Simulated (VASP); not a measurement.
Band structure of BN (wurtzite). Computed with MS2 meta-GGA, VASP's PBE PAW potentials (set 64) (plane waves; VASP 6.6.1).

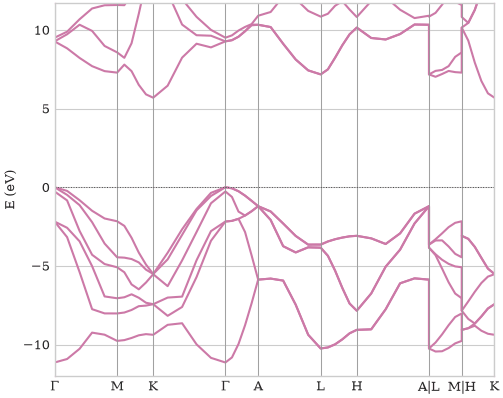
Figure. Bands along high-symmetry lines, zero at the valence-band maximum or, without a gap, the Fermi level

**Question.** Read the plot: is there a gap, and where are the band edges?

**Answer.** The gap is indirect, 5.69 eV, from the valence maximum at Γ to the conduction minimum at K.

The compound is BN in the wurtzite structure, a metastable high-pressure form. It was relaxed first.
